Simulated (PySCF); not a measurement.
**CClF3 (SMILES FC(F)(F)Cl): levels of theory compared**

We compute a comparison of 6 runs (B3LYP/def2-SVPD, BHLYP/def2-SVPD, CAM-B3LYP/def2-SVPD, PBE0/def2-SVPD, TPSS/def2-SVPD, wB97X/def2-SVPD) of CClF3. The job is set up through a Python script.

Program for the calculation: PySCF 2.14.0.

## Step 1: The system as given

CClF3 has 5 atoms, charge 0, and is taken as a singlet. SMILES: `FC(F)(F)Cl`. The coordinates come from a PBE0-D4/def2-TZVP relaxation.

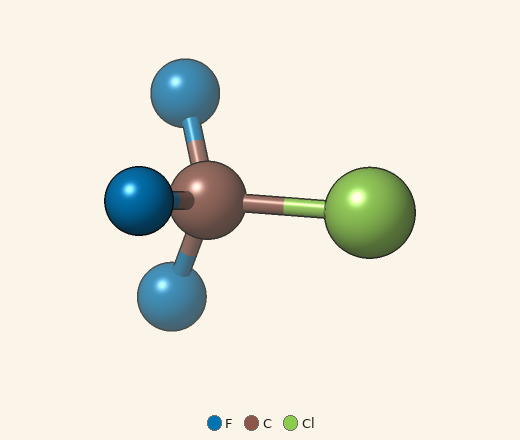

Viewed from a chosen angle; fluorine blue, carbon brown, chlorine green.

## Step 2: A single-point energy at B3LYP/def2-SVPD (run 1)

File input.xyz:

```xyz
5
CClF3
F      0.213700     0.019100     1.326100
C     -0.002200    -0.082500     0.026100
F     -1.249600    -0.474600    -0.167100
F      0.811700    -0.999000    -0.468500
Cl     0.276300     1.463300    -0.758000
```

File input.py:

```python
from pyscf import gto, dft

mol = gto.Mole()
mol.atom = 'input.xyz'
mol.charge = 0
mol.max_memory = 1860
mol.basis = 'def2-svpd'
mol.spin = 0
mol.verbose = 3
mol.build()

myscf = dft.RKS(mol, xc='b3lyp')
myscf.grids.level = 5
myscf.conv_tol = 1e-10
myscf.kernel()
if not myscf.converged:
    myscf = myscf.newton().run(myscf.mo_coeff, myscf.mo_occ)

etot = myscf.e_tot
print('Final energy', etot)
```

Run with:

```bash
$ OMP_NUM_THREADS=1 python input.py
```

The program printed:

```text
converged SCF energy = -797.470829823481
Final energy -797.4708298234815
```

Wall time 23 s (1 thread of Intel Xeon at 2.70GHz, shared host); peak memory 0.63 GiB.

## Step 3: The energy at BHLYP/def2-SVPD (run 2)

File run.py:

```python
# FC(F)(F)Cl
from pyscf import gto, dft

system = gto.M(
    atom='''
F      0.403834     0.036094     2.505966
C     -0.004157    -0.155902     0.049322
F     -2.361402    -0.896864    -0.315773
F      1.533891    -1.887836    -0.885337
Cl     0.522131     2.765236    -1.432412
''',
    verbose=3,
    charge=0,
    max_memory=1860,
    basis='def2-svpd',
    spin=0,
    unit='bohr',
)

mf = dft.RKS(system, xc='bhandhlyp')
mf.conv_tol = 1e-10
mf.grids.level = 5
mf.kernel()
if not mf.converged:
    mf = mf.newton().run(mf.mo_coeff, mf.mo_occ)

e_tot = mf.e_tot
print('Final energy', e_tot)
```

Run with:

```bash
$ OMP_NUM_THREADS=1 python run.py
```

The program printed:

```text
converged SCF energy = -797.322105011148
Final energy -797.3221050111483
```

Run time: 23 s. Hardware: 1 thread of Intel Xeon at 2.70GHz, shared host; peak memory 0.63 GiB.

## Step 4: The energy at CAM-B3LYP/def2-SVPD (run 3)

File calc.py:

```python
from pyscf import gto, dft

system = gto.M(
    atom='''
F        0.213700       0.019100       1.326100
C       -0.002200      -0.082500       0.026100
F       -1.249600      -0.474600      -0.167100
F        0.811700      -0.999000      -0.468500
Cl       0.276300       1.463300      -0.758000
''',
    max_memory=1860,
    verbose=4,
    basis='def2-svpd',
    spin=0,
)

mf = dft.RKS(system)
mf.xc = 'cam-b3lyp'
mf.grids.level = 5
mf.conv_tol = 1e-10
mf.kernel()
if not mf.converged:
    mf = mf.newton().run(mf.mo_coeff, mf.mo_occ)

energy = mf.e_tot
print('Final energy', energy)
```

Run with:

```bash
$ OMP_NUM_THREADS=1 python calc.py
```

The program printed:

```text
PySCF version 2.14.0

[INPUT] num. atoms = 5
[INPUT] num. electrons = 50
[INPUT] charge = 0
[INPUT] spin (= nelec alpha-beta = 2S) = 0
[INPUT] symmetry False subgroup None
[INPUT] Mole.unit = angstrom
[INPUT] Symbol           X                Y                Z      unit          X                Y                Z       unit  Magmom
[INPUT]  1 F      0.213700000000   0.019100000000   1.326100000000 AA    0.403834472820   0.036093768979   2.505965813786 Bohr   0.0
[INPUT]  2 C     -0.002200000000  -0.082500000000   0.026100000000 AA   -0.004157397474  -0.155902405277   0.049321851851 Bohr   0.0
[INPUT]  3 F     -1.249600000000  -0.474600000000  -0.167100000000 AA   -2.361401765257  -0.896864018719  -0.315773235415 Bohr   0.0
[INPUT]  4 F      0.811700000000  -0.999000000000  -0.468500000000 AA    1.533890695309  -1.887836398440  -0.885336689359 Bohr   0.0
[INPUT]  5 Cl     0.276300000000   1.463300000000  -0.758000000000 AA    0.522131328217   2.765236238076  -1.432412402420 Bohr   0.0

nuclear repulsion = 251.228625295922
number of shells = 46
number of NR pGTOs = 174
number of NR cGTOs = 116
basis = def2-svpd
ecp = {}

******** <class 'pyscf.dft.rks.RKS'> ********
method = RKS
initial guess = minao
damping factor = 0
level_shift factor = 0
DIIS = <class 'pyscf.scf.diis.CDIIS'>
diis_start_cycle = 1
diis_space = 8
diis_damp = 0
SCF conv_tol = 1e-10
SCF conv_tol_grad = None
SCF max_cycles = 50
direct_scf = True
direct_scf_tol = 1e-13
XC library pyscf.dft.libxc version 7.0.0
    S. Lehtola, C. Steigemann, M. J.T. Oliveira, and M. A.L. Marques.,  SoftwareX 7, 1–5 (2018)
XC functionals = cam-b3lyp
    T. Yanai, D. P. Tew, and N. C. Handy.,  Chem. Phys. Lett. 393, 51 (2004)
radial grids:
    Treutler-Ahlrichs [JCP 102, 346 (1995); DOI:10.1063/1.469408] (M4) radial grids

becke partition: Becke, JCP 88, 2547 (1988); DOI:10.1063/1.454033
pruning grids: <function nwchem_prune>
grids dens level: 5
symmetrized grids: False
atomic radii adjust function: <function treutler_atomic_radii_adjust>
small_rho_cutoff = 0
Set gradient conv threshold to 1e-05
Initial guess from minao.
tot grids = 217664
init E= -798.137416097558
  HOMO = -0.403704940914082  LUMO = 0.0284223917945372  gap/eV = 11.75878
cycle= 1 E= -797.202086560609  delta_E= 0.935  |g|= 0.983  |ddm|=  2.5
  HOMO = -0.433675724689648  LUMO = -0.0669757688046109  gap/eV = 9.97841
cycle= 2 E= -797.102035813487  delta_E=  0.1  |g|= 1.32  |ddm|=  1.8
  HOMO = -0.428363782307573  LUMO = 0.0215068328108359  gap/eV = 12.24160
cycle= 3 E= -797.39188479578  delta_E= -0.29  |g|= 0.0421  |ddm|= 1.02
  HOMO = -0.428288584413681  LUMO = 0.02804834541978  gap/eV = 12.41756
cycle= 4 E= -797.392138563776  delta_E= -0.000254  |g|= 0.0247  |ddm|= 0.0688
  HOMO = -0.427190656172204  LUMO = 0.0282082851581085  gap/eV = 12.39204
cycle= 5 E= -797.39224351886  delta_E= -0.000105  |g|= 0.00451  |ddm|= 0.0229
  HOMO = -0.427910221360546  LUMO = 0.0280446475701748  gap/eV = 12.40716
cycle= 6 E= -797.392248991151  delta_E= -5.47e-06  |g|= 0.000731  |ddm|= 0.00722
  HOMO = -0.427776712611465  LUMO = 0.0280967465487767  gap/eV = 12.40495
cycle= 7 E= -797.392249255317  delta_E= -2.64e-07  |g|= 0.000155  |ddm|= 0.00218
  HOMO = -0.427827400736034  LUMO = 0.0280602245377746  gap/eV = 12.40533
cycle= 8 E= -797.392249265394  delta_E= -1.01e-08  |g|= 3.43e-05  |ddm|= 0.000313
  HOMO = -0.427819637679253  LUMO = 0.0280661012495065  gap/eV = 12.40528
cycle= 9 E= -797.392249265871  delta_E= -4.77e-10  |g|= 1.08e-05  |ddm|= 6.94e-05
  HOMO = -0.427821863055398  LUMO = 0.0280655400228316  gap/eV = 12.40533
cycle= 10 E= -797.392249265904  delta_E= -3.34e-11  |g|= 2.69e-06  |ddm|= 2.09e-05
  HOMO = -0.427821781115749  LUMO = 0.0280655338727436  gap/eV = 12.40533
Extra cycle  E= -797.392249265903  delta_E= 1.14e-12  |g|= 3.34e-06  |ddm|= 4.19e-06
converged SCF energy = -797.392249265903
Final energy -797.3922492659032
```

Run time: 39 s. Hardware: 1 thread of Intel Xeon at 2.70GHz, shared host; peak memory 0.63 GiB.

Runs 4 to 5 aren't shown in full; the table further down has their settings and results.

## Step 5: A single-point energy at wB97X/def2-SVPD (run 6)

File input.py:

```python
from pyscf import gto, dft

molecule = gto.Mole()
molecule.atom = '''
F    0.213700   0.019100   1.326100
C   -0.002200  -0.082500   0.026100
F   -1.249600  -0.474600  -0.167100
F    0.811700  -0.999000  -0.468500
Cl   0.276300   1.463300  -0.758000
'''
molecule.verbose = 3
molecule.spin = 0
molecule.basis = 'def2-svpd'
molecule.max_memory = 1860
molecule.charge = 0
molecule.build()

mf = dft.RKS(molecule)
mf.xc = 'wb97x'
mf.conv_tol = 1e-10
mf.grids.level = 5
mf.kernel()
if not mf.converged:
    mf = mf.newton().run(mf.mo_coeff, mf.mo_occ)

e_final = mf.e_tot
print('Final energy', e_final)
```

Run with:

```bash
$ OMP_NUM_THREADS=1 python input.py
```

The program printed:

```text
converged SCF energy = -797.387387845469
Final energy -797.3873878454693
```

Wall time 36 s (1 thread of Intel Xeon at 2.70GHz, shared host); peak memory 0.63 GiB.

## Step 6: The series

```tsv
run	level	energy (Eh)	dipole moment (D)	HOMO energy (eV)	LUMO energy (eV)	wall time
1	B3LYP/def2-SVPD	-797.470830	0.39	-9.89	-0.56	23 s
2	BHLYP/def2-SVPD	-797.322105	0.49	-11.62	0.71	23 s
3	CAM-B3LYP/def2-SVPD	-797.392249	0.44	-11.64	0.76	39 s
4	PBE0/def2-SVPD	-796.987719	0.35	-10.18	-0.21	20 s
5	TPSS/def2-SVPD	-797.504405	0.23	-8.76	-1.14	37 s
6	wB97X/def2-SVPD	-797.387388	0.36	-12.70	2.01	36 s
```

## Step 7: What came out

```
            quantity          value
 run 6: total energy  -797.38739 Eh
run 6: dipole moment         0.36 D
  run 6: HOMO energy      -12.70 eV
  run 6: LUMO energy        2.01 eV
run 6: HOMO–LUMO gap       14.70 eV
```

What this shows: The dipole moment (its size) runs from 0.23 D (TPSS/def2-SVPD) to 0.49 D (BHLYP/def2-SVPD). The HOMO–LUMO gap runs from 7.62 eV (TPSS/def2-SVPD) to 14.70 eV (wB97X/def2-SVPD). Totals of different functionals can't be ranked against each other. All runs together took 3 min, the longest 39 s.
